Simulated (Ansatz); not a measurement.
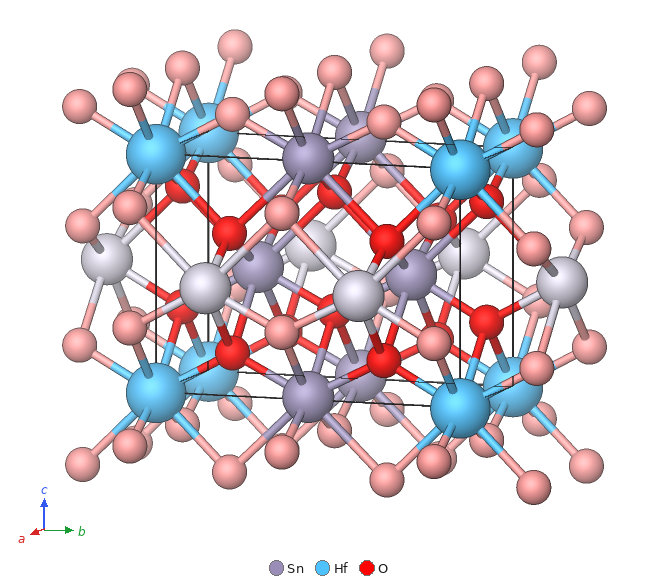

A ball-and-stick rendering, viewed slightly off an axis. The wireframe shows the conventional unit cell. Outside the box, the atoms bonded to those within are drawn, in fainter colours.

HfSn₃O₈, space group Pmm2 (No. 25), a = 3.517 Å, b = 7.206 Å, c = 5.382 Å, α = 90.00°, β = 90.00°, γ = 90.00°. The structure was taken from a structure type filled with these elements by a generator (whether the compound takes this form wasn't checked). Earlier steps of the study, as a rule a relaxation of our own, may have changed the cell and positions, so they can lie some per cent off the listed ones. A calculation with Ansatz used it as input.

This one geometry was computed with Ansatz (DFT, plane waves, PAW) at five levels of theory: PBE with spin-orbit coupling, r2SCAN, PBE, HSE06 and PBE0. It was relaxed beforehand with r2SCAN.

### Which level gives the highest pressure at this volume, and what does that say about its equilibrium volume?

Highest: PBE with spin-orbit coupling (7.5 GPa) and PBE (7.6 GPa), which points to the largest equilibrium volume. Lowest, with the smallest volume: HSE06 (-1.6 GPa) and PBE0 (-1.6 GPa). Levels within 0.5 GPa of each other can't be told apart.

### How does the band gap change with the level of theory?

PBE: a gap of 1.80 eV, indirect; PBE with spin-orbit coupling: a gap of 1.81 eV, indirect; r2SCAN: a gap of 2.37 eV, indirect; HSE06: a gap of 3.25 eV, indirect; PBE0: a gap of 3.97 eV, indirect.

### Collect the results in a table.

| level | cutoff (eV) | k-mesh of the run's cell | gap (eV) | pressure (GPa) |
| --- | --- | --- | --- | --- |
| PBE with spin-orbit coupling | 420 | 8×4×6 | 1.81 | 7.5 |
| r2SCAN | 500 | 8×4×6 | 2.37 | 0.0 |
| PBE | 420 | 8×4×6 | 1.80 | 7.6 |
| HSE06 | 420 | 4×2×4 | 3.25 | -1.6 |
| PBE0 | 420 | 4×2×4 | 3.97 | -1.6 |

Gaps are taken on the k-mesh or band path of each run.
